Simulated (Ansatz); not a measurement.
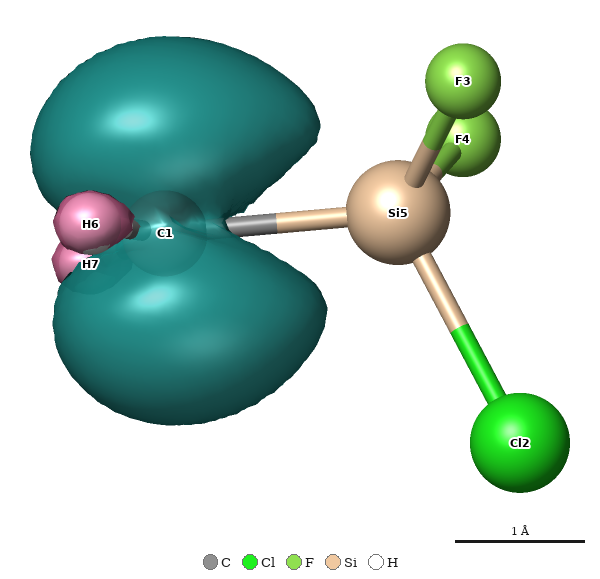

The picture shows: CH$_{2}$ClF$_{2}$Si (SMILES [CH2][Si](F)(F)Cl) (doublet). Isosurfaces of the spin density at +0.03 (teal) and −0.03 e/Å³ (pink), seen from one side.

Geometry: r2SCAN-D4/def2-SVP.

All numbers below come from isolated molecule in a Gaussian basis; Kohn-Sham density functional theory, functional PBE0 in Ansatz.

```yaml
atoms:
  - { symbol: C, position_ang: [-0.6039, -2.7673, 0.4370] }
  - { symbol: Cl, position_ang: [0.3010, 0.2227, 1.1891] }
  - { symbol: F, position_ang: [-1.7779, -0.5044, -0.7829] }
  - { symbol: F, position_ang: [0.6647, -1.0789, -1.4405] }
  - { symbol: Si, position_ang: [-0.3869, -1.0871, -0.2236] }
  - { symbol: H, position_ang: [-1.5349, -3.0894, 0.9153] }
  - { symbol: H, position_ang: [0.2070, -3.5036, 0.4338] }
```

> Where is the unpaired spin?

The unpaired spin (1 electron) lies mostly on C1 (about 0.8) and Si5 (about 0.1), in electrons by Hirshfeld's partition.
